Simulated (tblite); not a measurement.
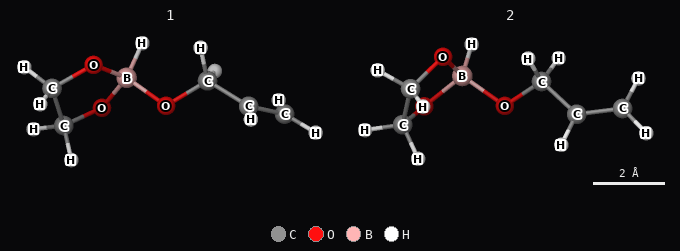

Two geometries of C5H10BO3 (charge −1), drawn at one scale. One is the start of a relaxation, the other its converged end. The picture is a ball-and-stick view, seen at a tilt.

Theory: tblite 0.8.0, GFN2-xTB geometry optimisation, gas phase. 

Which geometry has the lower energy?

Structure 2 is the relaxed one. After 141 geometry steps the energy has fallen by 52.7 kJ/mol. The atom that moves furthest after the best rigid fit is an H atom (1.42 Å). By element the largest moves are H 1.42 Å, O 0.96 Å, B 0.73 Å, C 0.65 Å. Some distances before and after: B–O 1.459 → 1.513 Å, C–C 1.360 → 1.322 Å, B–O 1.479 → 1.512 Å, C–C 1.522 → 1.552 Å. Among the angles between lasting bonds that change: C–C–H 122.5° → 113.9°, H–C–H 124.0° → 116.1°, C–C–C 117.7° → 125.6°. Groups turn about B–O by about 50°, C–O by about 25°, C–C by about 20°. Cost: 0.97 s on 1 thread of Arm Neoverse V1, with other jobs on the host.
